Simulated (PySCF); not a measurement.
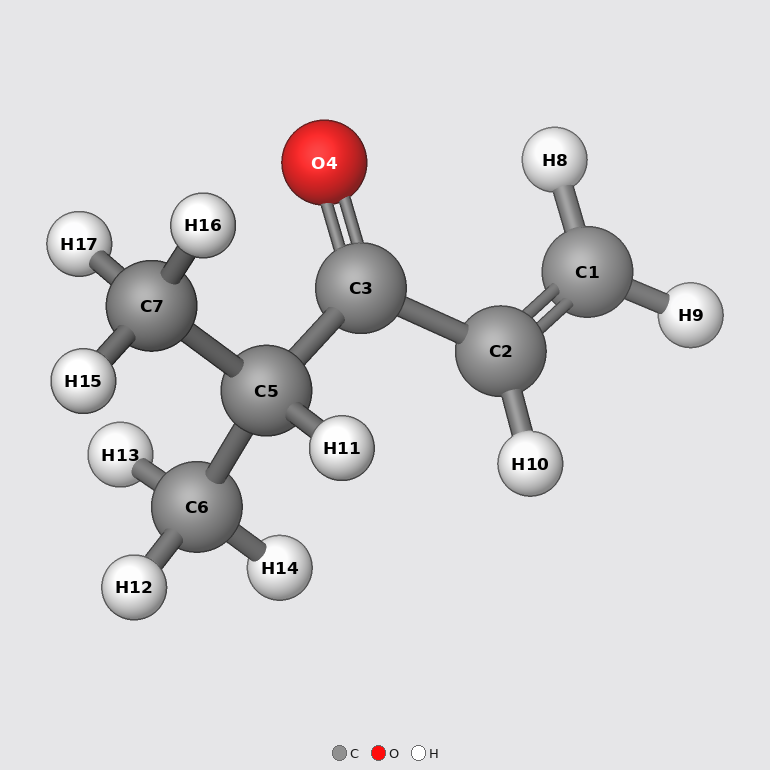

Numbered structure. The geometry was computed by an optimisation with PBE0-D3(BJ)/def2-SVP. No frequency run is at hand to confirm it as a minimum.

Q: Describe the coordination of atom 3.

A: C3 has 3 neighbours (C2 at 1.49, O4 at 1.21, C5 at 1.52 Å); the arrangement is trigonal planar.

Q: What is the geometry at C6?

A: C6 has 4 neighbours (C5 at 1.53, H12 at 1.10, H13 at 1.10, H14 at 1.10 Å); the arrangement is tetrahedral.

Q: Describe the coordination of atom 7.

A: C7 has 4 neighbours (C5 at 1.52, H15 at 1.10, H16 at 1.10, H17 at 1.10 Å); the arrangement is tetrahedral.

Q: Describe the coordination of atom 2.

A: C2 has 3 neighbours (C1 at 1.34, C3 at 1.49, H10 at 1.09 Å); the arrangement is trigonal planar.

Q: What is the dihedral angle O4–C3–C5–C7?

A: 16° in size, that is syn (eclipsed).
